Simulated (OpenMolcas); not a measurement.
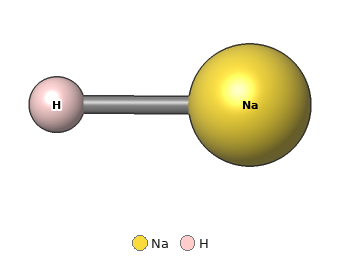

The molecule at the reference distance of 2.033 Å.

# Relativistic diatomic calculation for NaH⁻ (part 1 of 2)

NaH⁻. Computed at this level: SA-CASSCF(3,5)/XMS-CASPT2 + RASSI spin-orbit (X2C scalar, AMFI), ANO-RCC-VTZP (OpenMolcas).

### Results in brief

- outcome: converged; whether the anion is bound against detachment isn't tested
- lowest spin-free state: ²Σ
- lowest spin-orbit level: Ω = 1/2, −162.78916 hartree
- next level: Ω = 1/2, 9,065 cm⁻¹
- hardware: 1 thread of Intel Xeon (Sapphire Rapids), 192 GiB of memory available, shared host
- wall time: 22 s

### Remarks

Limits: 4 of the 54 spin-orbit states have no clean Ω, so their splittings aren't to be trusted; the run doesn't test whether the anion keeps its extra electron; the basis has no added diffuse functions, and states above the detachment threshold, which may include the lowest, are held only by it.

### The input
```
&GATEWAY
Coord
2
angstrom
Na 0.0 0.0 0.0
H 0.0 0.0 2.0330
Basis=ANO-RCC-VTZP
Group=XY
RX2C
AMFI
ANGMom
0.0 0.0 0.0
RICD
&SEWARD
&GUESSORB
&RASSCF
FileOrb=$CurrDir/o21.orb
Symmetry=1
Spin=2
nActEl=3 0 0
Inactive=3 2
RAS2=3 2
CIRoot=7 7 1
Linear
Iterations=120 100
OrbListing=Nothing
PRWF=0.15
>>COPY $Project.RasOrb $CurrDir/o21.orb
>>COPY $Project.rasscf.h5 $CurrDir/r21.h5
&CASPT2
XMultistate=all
Imaginary=0.2
IPEA=0.25
MaxIter=40
>>COPY $Project.JobMix JOB001
&RASSCF
FileOrb=$CurrDir/o22.orb
Symmetry=2
Spin=2
nActEl=3 0 0
Inactive=3 2
RAS2=3 2
CIRoot=8 8 1
Linear
Iterations=120 100
OrbListing=Nothing
PRWF=0.15
>>COPY $Project.RasOrb $CurrDir/o22.orb
>>COPY $Project.rasscf.h5 $CurrDir/r22.h5
&CASPT2
XMultistate=all
Imaginary=0.2
IPEA=0.25
MaxIter=40
>>COPY $Project.JobMix JOB002
&RASSCF
FileOrb=$CurrDir/o42.orb
Symmetry=2
Spin=4
nActEl=3 0 0
Inactive=3 2
RAS2=3 2
CIRoot=4 4 1
Linear
Iterations=120 100
OrbListing=Nothing
PRWF=0.15
>>COPY $Project.RasOrb $CurrDir/o42.orb
>>COPY $Project.rasscf.h5 $CurrDir/r42.h5
&CASPT2
XMultistate=all
Imaginary=0.2
IPEA=0.25
MaxIter=40
>>COPY $Project.JobMix JOB003
&RASSCF
FileOrb=$CurrDir/o41.orb
Symmetry=1
Spin=4
nActEl=3 0 0
Inactive=3 2
RAS2=3 2
CIRoot=2 2 1
Linear
Iterations=120 100
OrbListing=Nothing
PRWF=0.15
>>COPY $Project.RasOrb $CurrDir/o41.orb
>>COPY $Project.rasscf.h5 $CurrDir/r41.h5
&CASPT2
XMultistate=all
Imaginary=0.2
IPEA=0.25
MaxIter=40
>>COPY $Project.JobMix JOB004
&RASSI
Nr of JobIphs=4 7 8 4 2
1 2 3 4 5 6 7
1 2 3 4 5 6 7 8
1 2 3 4
1 2
SpinOrbit
EJob
Omega
MEES
MESO
Properties=4
'AngMom' 3 'Mltpl  1' 1 'Mltpl  1' 2 'Mltpl  1' 3
Thrs=1.0d-4
>>COPY $Project.rassi.h5 $CurrDir/so.h5
```

The first orbital files come from an earlier step.

Command:
```bash
pymolcas m.inp (one call a module block, same work directory)
```

### Output (extracts)
```
++    Wave function specifications:
      Number of closed shell electrons          10
      Number of electrons in active shells       3
      Number of inactive orbitals                5
      Number of active orbitals                  5
      Number of secondary orbitals              38
      Spin quantum number                      0.5
      State symmetry                             1
++    Orbital specifications:
      Symmetry species                           1   2
                                                 a   b
      Frozen orbitals                            0   0
      Inactive orbitals                          3   2
      Active orbitals                            3   2
      RAS2 orbitals                              3   2
      Secondary orbitals                        20  18
      Number of basis functions                 26  22
      printout of CI-coefficients larger than  0.15 for root  1
      energy=    -162.608888
      conf/sym  111 22     Coeff  Weight
             4  udu 00   0.17303 0.02994
             5  02u 00   0.17742 0.03148
             6  uud 00  -0.27082 0.07334
             8  0u2 00   0.90807 0.82460
      printout of CI-coefficients larger than  0.15 for root  2
      energy=    -162.529768
      conf/sym  111 22     Coeff  Weight
             4  udu 00  -0.44311 0.19635
             5  02u 00  -0.60909 0.37099
             6  uud 00  -0.35949 0.12923
             7  u02 00  -0.34397 0.11831
            17  00u 20  -0.27792 0.07724
            20  00u 02  -0.27792 0.07724
      printout of CI-coefficients larger than  0.15 for root  3
      energy=    -162.474857
      conf/sym  111 22     Coeff  Weight
             3  20u 00   0.36446 0.13283
             4  udu 00   0.30226 0.09136
             5  02u 00  -0.61848 0.38252
             7  u02 00   0.59447 0.35339
      printout of CI-coefficients larger than  0.15 for root  4
      energy=    -162.464998
      conf/sym  111 22     Coeff  Weight
            10  u00 du  -0.15496 0.02401
            18  00u du   0.85033 0.72307
            19  00u ud  -0.49094 0.24102
      printout of CI-coefficients larger than  0.15 for root  5
      energy=    -162.452360
      conf/sym  111 22     Coeff  Weight
            18  00u du   0.49291 0.24296
            19  00u ud   0.85374 0.72887
      printout of CI-coefficients larger than  0.15 for root  6
      energy=    -162.452360
      conf/sym  111 22     Coeff  Weight
            17  00u 20  -0.69707 0.48591
            20  00u 02   0.69707 0.48591
      printout of CI-coefficients larger than  0.15 for root  7
      energy=    -162.435893
      conf/sym  111 22     Coeff  Weight
             3  20u 00  -0.36120 0.13047
             4  udu 00   0.54131 0.29301
             6  uud 00   0.45180 0.20412
             7  u02 00  -0.21839 0.04770
            17  00u 20  -0.38330 0.14692
            20  00u 02  -0.38330 0.14692
      Natural orbitals and occupation numbers for root  1
      sym 1:   0.074803   0.990310   1.913079
      sym 2:   0.010904   0.010904
      Natural orbitals and occupation numbers for root  2
      sym 1:   0.253457   1.419510   1.005905
      sym 2:   0.160564   0.160564
      Natural orbitals and occupation numbers for root  3
      sym 1:   0.685007   0.912272   1.401945
      sym 2:   0.000388   0.000388
      Natural orbitals and occupation numbers for root  4
      sym 1:  -0.000000  -0.000000   1.000000
      sym 2:   1.000000   1.000000
      Natural orbitals and occupation numbers for root  5
      sym 1:   0.000000   0.000000   1.000000
      sym 2:   1.000000   1.000000
      Natural orbitals and occupation numbers for root  6
      sym 1:   0.000000   0.000000   1.000000
      sym 2:   1.000000   1.000000
      Natural orbitals and occupation numbers for root  7
      sym 1:   1.258071   0.212519   0.925451
      sym 2:   0.301979   0.301979
      RASSCF energy for state  7                   -162.43589340
::    RASSCF root number  1 Total energy:   -162.60888757
::    RASSCF root number  2 Total energy:   -162.52976769
::    RASSCF root number  3 Total energy:   -162.47485655
::    RASSCF root number  4 Total energy:   -162.46499830
::    RASSCF root number  5 Total energy:   -162.45236027
::    RASSCF root number  6 Total energy:   -162.45236027
::    RASSCF root number  7 Total energy:   -162.43589340
      Von Neumann Entropy (Root   1) =  0.82273
++    Wave function specifications:
      Number of closed shell electrons           6
      Number of electrons in active shells       3
      Number of inactive orbitals                3
      Number of active orbitals                  5
      Number of secondary orbitals              38
      Spin quantum number                      0.5
      State symmetry                             1
      Number of CSFs                            20
      Number of CASSCF root(s) available         7
      CASPT2 state passed to geometry opt.       7
      A file JOBMIX will be created
      This is a MULTI-STATE CASSCF reference
      Number of CI roots used                    7
      These are:                                 1   2   3   4   5   6   7
      Off-diagonal elements of Heff are computed
  FINAL CASPT2 RESULT:
      Reference energy:        -162.6088875687
      E2 (Non-variational):      -0.1807216179
      Shift correction:          -0.0015284196
      E2 (Variational):          -0.1822500375
      Total energy:            -162.7911376062
      Reference weight:           0.96145
  FINAL CASPT2 RESULT:
      Reference energy:        -162.5297676851
      E2 (Non-variational):      -0.1619408391
      Shift correction:          -0.0016239197
      E2 (Variational):          -0.1635647588
      Total energy:            -162.6933324439
      Reference weight:           0.96973
  FINAL CASPT2 RESULT:
      Reference energy:        -162.4748565467
      E2 (Non-variational):      -0.1803419092
      Shift correction:          -0.0035557504
      E2 (Variational):          -0.1838976595
      Total energy:            -162.6587542063
      Reference weight:           0.95050
  FINAL CASPT2 RESULT:
      Reference energy:        -162.4649983004
      E2 (Non-variational):      -0.1557366472
      Shift correction:          -0.0004299924
      E2 (Variational):          -0.1561666396
      Total energy:            -162.6211649401
      Reference weight:           0.97858
  FINAL CASPT2 RESULT:
      Reference energy:        -162.4523602675
      E2 (Non-variational):      -0.1620442915
      Shift correction:          -0.0019098561
      E2 (Variational):          -0.1639541475
      Total energy:            -162.6163144150
      Reference weight:           0.96625
  FINAL CASPT2 RESULT:
      Reference energy:        -162.4523602675
      E2 (Non-variational):      -0.1620431591
      Shift correction:          -0.0019095718
      E2 (Variational):          -0.1639527308
      Total energy:            -162.6163129984
      Reference weight:           0.96625
  FINAL CASPT2 RESULT:
      Reference energy:        -162.4358934024
      E2 (Non-variational):      -0.1617160020
      Shift correction:          -0.0020886177
      E2 (Variational):          -0.1638046196
      Total energy:            -162.5996980220
      Reference weight:           0.96906
       Total XMS-CASPT2 energies:
::    XMS-CASPT2 Root  1     Total energy:   -162.78915631
::    XMS-CASPT2 Root  2     Total energy:   -162.69494437
::    XMS-CASPT2 Root  3     Total energy:   -162.65748708
::    XMS-CASPT2 Root  4     Total energy:   -162.62116494
::    XMS-CASPT2 Root  5     Total energy:   -162.61631442
::    XMS-CASPT2 Root  6     Total energy:   -162.61631300
::    XMS-CASPT2 Root  7     Total energy:   -162.60133452
++    Wave function specifications:
      Number of closed shell electrons          10
      Number of electrons in active shells       3
      Number of inactive orbitals                5
      Number of active orbitals                  5
      Number of secondary orbitals              38
      Spin quantum number                      0.5
      State symmetry                             2
      printout of CI-coefficients larger than  0.15 for root  1
      energy=    -162.574419
      conf/sym  111 22     Coeff  Weight
             7  u0d u0   0.32056 0.10276
             9  0ud u0   0.36475 0.13305
            11  002 u0   0.83871 0.70344
      printout of CI-coefficients larger than  0.15 for root  2
      energy=    -162.574419
      conf/sym  111 22     Coeff  Weight
             8  u0d 0u   0.32056 0.10276
            10  0ud 0u   0.36475 0.13305
            12  002 0u   0.83871 0.70344
      printout of CI-coefficients larger than  0.15 for root  3
      energy=    -162.493403
      conf/sym  111 22     Coeff  Weight
             9  0ud u0  -0.69366 0.48117
            11  002 u0   0.37983 0.14427
            17  0uu d0  -0.55848 0.31190
      printout of CI-coefficients larger than  0.15 for root  4
      energy=    -162.493403
      conf/sym  111 22     Coeff  Weight
            10  0ud 0u  -0.69366 0.48117
            12  002 0u   0.37983 0.14427
            18  0uu 0d  -0.55848 0.31190
      printout of CI-coefficients larger than  0.15 for root  5
      energy=    -162.467483
      conf/sym  111 22     Coeff  Weight
            10  0ud 0u   0.58918 0.34713
            18  0uu 0d  -0.76965 0.59236
      printout of CI-coefficients larger than  0.15 for root  6
      energy=    -162.467483
      conf/sym  111 22     Coeff  Weight
             9  0ud u0   0.58918 0.34713
            17  0uu d0  -0.76965 0.59236
      printout of CI-coefficients larger than  0.15 for root  7
      energy=    -162.415340
      conf/sym  111 22     Coeff  Weight
            15  u0u d0  -0.97421 0.94908
            17  0uu d0   0.19403 0.03765
      printout of CI-coefficients larger than  0.15 for root  8
      energy=    -162.415340
      conf/sym  111 22     Coeff  Weight
            16  u0u 0d  -0.97421 0.94908
            18  0uu 0d   0.19403 0.03765
      Natural orbitals and occupation numbers for root  1
      sym 1:   0.003186   0.150835   1.845843
      sym 2:   1.000000   0.000137
      Natural orbitals and occupation numbers for root  2
      sym 1:   0.003186   0.150835   1.845843
      sym 2:   0.000137   1.000000
      Natural orbitals and occupation numbers for root  3
      sym 1:   0.050544   0.602949   1.346507
      sym 2:   1.000000   0.000001
      Natural orbitals and occupation numbers for root  4
      sym 1:   0.050544   0.602949   1.346507
      sym 2:   0.000001   1.000000
      Natural orbitals and occupation numbers for root  5
      sym 1:   0.021357   0.936619   1.042009
      sym 2:   0.000015   1.000000
      Natural orbitals and occupation numbers for root  6
      sym 1:   0.021357   0.936619   1.042009
      sym 2:   1.000000   0.000015
      Natural orbitals and occupation numbers for root  7
      sym 1:   0.988029   0.002710   1.009260
      sym 2:   1.000000   0.000002
      Natural orbitals and occupation numbers for root  8
      sym 1:   0.988029   0.002710   1.009260
      sym 2:   0.000002   1.000000
      RASSCF energy for state  8                   -162.41533952
::    RASSCF root number  1 Total energy:   -162.57441943
::    RASSCF root number  2 Total energy:   -162.57441943
::    RASSCF root number  3 Total energy:   -162.49340286
::    RASSCF root number  4 Total energy:   -162.49340286
::    RASSCF root number  5 Total energy:   -162.46748285
::    RASSCF root number  6 Total energy:   -162.46748285
::    RASSCF root number  7 Total energy:   -162.41533952
::    RASSCF root number  8 Total energy:   -162.41533952
      Von Neumann Entropy (Root   1) =  0.90378
++    Wave function specifications:
      Number of closed shell electrons           6
      Number of electrons in active shells       3
      Number of inactive orbitals                3
      Number of active orbitals                  5
      Number of secondary orbitals              38
      Spin quantum number                      0.5
      State symmetry                             2
      Number of CSFs                            20
      Number of CASSCF root(s) available         8
      CASPT2 state passed to geometry opt.       8
      A file JOBMIX will be created
      This is a MULTI-STATE CASSCF reference
      Number of CI roots used                    8
      These are:                                 1   2   3   4   5   6   7   8
      Off-diagonal elements of Heff are computed
  FINAL CASPT2 RESULT:
      Reference energy:        -162.5744194333
      E2 (Non-variational):      -0.1764494355
      Shift correction:          -0.0012847087
      E2 (Variational):          -0.1777341442
      Total energy:            -162.7521535775
      Reference weight:           0.96389
  FINAL CASPT2 RESULT:
      Reference energy:        -162.5744194333
      E2 (Non-variational):      -0.1764496856
      Shift correction:          -0.0012847439
      E2 (Variational):          -0.1777344296
      Total energy:            -162.7521538629
      Reference weight:           0.96389
  FINAL CASPT2 RESULT:
      Reference energy:        -162.4934028574
      E2 (Non-variational):      -0.1584675110
      Shift correction:          -0.0009249744
      E2 (Variational):          -0.1593924853
      Total energy:            -162.6527953428
      Reference weight:           0.97445
  FINAL CASPT2 RESULT:
      Reference energy:        -162.4934028574
      E2 (Non-variational):      -0.1584675161
      Shift correction:          -0.0009249776
      E2 (Variational):          -0.1593924937
      Total energy:            -162.6527953511
      Reference weight:           0.97445
  FINAL CASPT2 RESULT:
      Reference energy:        -162.4674828486
      E2 (Non-variational):      -0.1641784856
      Shift correction:          -0.0017976111
      E2 (Variational):          -0.1659760966
      Total energy:            -162.6334589453
      Reference weight:           0.96591
  FINAL CASPT2 RESULT:
      Reference energy:        -162.4674828484
      E2 (Non-variational):      -0.1641781046
      Shift correction:          -0.0017973189
      E2 (Variational):          -0.1659754235
      Total energy:            -162.6334582719
      Reference weight:           0.96592
  FINAL CASPT2 RESULT:
      Reference energy:        -162.4153395187
      E2 (Non-variational):      -0.1621801788
      Shift correction:          -0.0018344453
      E2 (Variational):          -0.1640146241
      Total energy:            -162.5793541429
      Reference weight:           0.96736
  FINAL CASPT2 RESULT:
      Reference energy:        -162.4153395186
      E2 (Non-variational):      -0.1621806213
      Shift correction:          -0.0018346598
      E2 (Variational):          -0.1640152810
      Total energy:            -162.5793547997
      Reference weight:           0.96736
       Total XMS-CASPT2 energies:
::    XMS-CASPT2 Root  1     Total energy:   -162.74784143
::    XMS-CASPT2 Root  2     Total energy:   -162.74784122
::    XMS-CASPT2 Root  3     Total energy:   -162.65601834
::    XMS-CASPT2 Root  4     Total energy:   -162.65601805
::    XMS-CASPT2 Root  5     Total energy:   -162.63407153
::    XMS-CASPT2 Root  6     Total energy:   -162.63407104
::    XMS-CASPT2 Root  7     Total energy:   -162.57983167
::    XMS-CASPT2 Root  8     Total energy:   -162.57983103
++    Wave function specifications:
      Number of closed shell electrons          10
      Number of electrons in active shells       3
      Number of inactive orbitals                5
      Number of active orbitals                  5
      Number of secondary orbitals              38
      Spin quantum number                      1.5
      State symmetry                             2
      printout of CI-coefficients larger than  0.15 for root  1
      energy=    -162.524775
      conf/sym  111 22     Coeff  Weight
             3  u0u u0   0.18670 0.034SPIN-FREE ENERGIES:
  (Shifted by EMIN (a.u.) =       -162.7891563127)
 SF State       Relative EMIN(au)   Rel lowest level(eV)    D:o, cm**(-1)      Abs_M
     1             0.0000000000        0.0000000000              0.0000         0.0
     8             0.0413148876        1.1242353646           9067.5697         1.0
     9             0.0413150969        1.1242410605           9067.6157         1.0
     2             0.0942119468        2.5636376735          20677.1323         0.0
    16             0.1084612920        2.9513821084          23804.5021         1.0
    17             0.1084612933        2.9513821446          23804.5024         1.0
     3             0.1316692354        3.5829024208          28898.0569         0.0
    10             0.1331379773        3.6228689243          29220.4085         1.0
    11             0.1331382626        3.6228766886          29220.4711         1.0
    20             0.1410530316        3.8382485244          30957.5621         0.0
    12             0.1550847806        4.2200718658          34037.1751         1.0
    13             0.1550852698        4.2200851771          34037.2824         1.0
    21             0.1607264197        4.3735886867          35275.3717         0.0
     4             0.1679913726        4.5712781256          36869.8446         0.0
     5             0.1728418976        4.7032676361          37934.4118         2.0
     6             0.1728433143        4.7033061862          37934.7227         2.0
     7             0.1878217902        5.1108912784          41222.1182         0.0
    18             0.1901511281        5.1742757909          41733.3487         1.0
    19             0.1901511291        5.1742758199          41733.3490         1.0
    14             0.2093246464        5.6960138031          45941.4496         1.0
    15             0.2093252863        5.6960312175          45941.5901         1.0
```

(Continued in part 2.)
